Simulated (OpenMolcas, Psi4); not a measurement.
A ladder of methods for InHCl (SMILES [Cl][InH])

InHCl: 3 atoms, total charge 0, spin state doublet. SMILES: `[Cl][InH]`. The shape is that of a PBE0-D4/def2-TZVP optimisation.

```jsonl
{"atom": "Cl", "x (Å)": "-1.6498", "y (Å)": "0.3968", "z (Å)": "-0.8674"}
{"atom": "In", "x (Å)": "0.4095", "y (Å)": "0.5424", "z (Å)": "0.2861"}
{"atom": "H", "x (Å)": "1.2294", "y (Å)": "-1.0039", "z (Å)": "0.5681"}
```

Quantity: the dipole moment, in D. The values are calculated.

```json
{"level": "USVWN5/def2-TZVPP (core potential)", "kind": "LDA", "program": "OpenMolcas", "value (D)": "2.61", "CPU time": "27 s"}
{"level": "UBLYP/def2-TZVPP (core potential)", "kind": "GGA", "program": "OpenMolcas", "value (D)": "2.58", "CPU time": "36 s"}
{"level": "UPBE/def2-TZVPP (core potential)", "kind": "GGA", "program": "OpenMolcas", "value (D)": "2.60", "CPU time": "37 s"}
{"level": "U-r2SCAN/def2-TZVPP (core potential)", "kind": "meta-GGA", "program": "OpenMolcas", "value (D)": "2.77", "CPU time": "43 s"}
{"level": "UM06-2X/def2-TZVPP (core potential)", "kind": "hybrid meta-GGA", "program": "Psi4", "value (D)": "2.97", "CPU time": "53 s"}
{"level": "UTPSSh/def2-TZVPP (core potential)", "kind": "hybrid meta-GGA", "program": "Psi4", "value (D)": "2.77", "CPU time": "67 s"}
{"level": "U-wB97X-V/def2-TZVPP (core potential)", "kind": "range-separated hybrid", "program": "Psi4", "value (D)": "2.93", "CPU time": "45 s"}
{"level": "UCAM-B3LYP/def2-TZVPP (core potential)", "kind": "range-separated hybrid", "program": "Psi4", "value (D)": "2.91", "CPU time": "43 s"}
```

The values span 2.58 to 2.97 D. Magnitudes only. CPU times are rough (shared hosts, several kinds of processor): they show what a rung costs within a factor of a few.

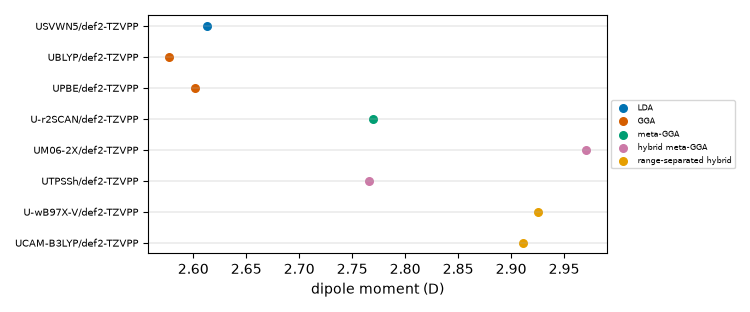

The values of the table, level by level.
